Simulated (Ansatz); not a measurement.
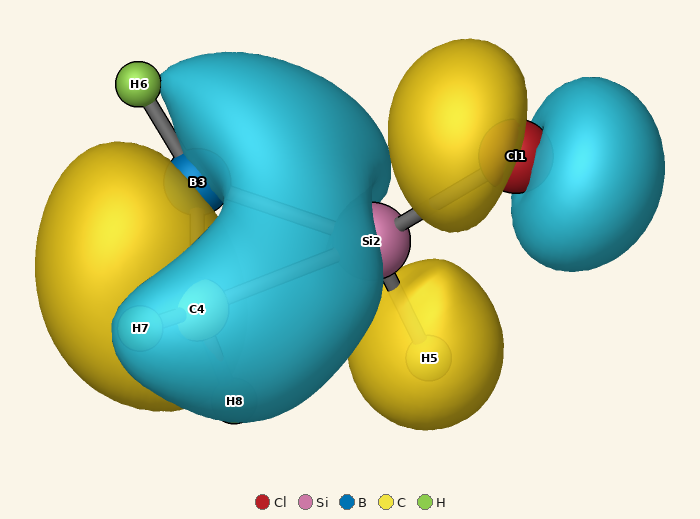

Figure. CH4BClSi (SMILES Cl[SiH]1BC1). The HOMO−1 at ±0.08 Å⁻³ᐟ² (yellow and cyan are the two phases), seen at a tilt.

Geometry: PBE0-D4/def2-TZVP.

Level of theory: RKS PBE0-D4/def2-TZVPP in Ansatz.

```yaml
atoms:
  - { symbol: Cl, position_ang: [1.2970, 2.1536, -1.1147] }
  - { symbol: Si, position_ang: [-0.2002, 0.9138, -0.4653] }
  - { symbol: B, position_ang: [-0.1628, 0.0080, 1.1868] }
  - { symbol: C, position_ang: [0.0015, -1.0212, 0.1334] }
  - { symbol: H, position_ang: [-1.1809, 0.8062, -1.5637] }
  - { symbol: H, position_ang: [0.3349, 0.1255, 2.2562] }
  - { symbol: H, position_ang: [0.7010, -1.8523, 0.2045] }
  - { symbol: H, position_ang: [-0.6984, -1.1907, -0.6930] }
```

What is the character of this orbital?

Its weight (Hirshfeld) is mainly on C4 (about 35 %), B3 (about 20 %), Cl1 (about 20 %) and Si2 (about 15 %). Its energy is −8.37 eV.
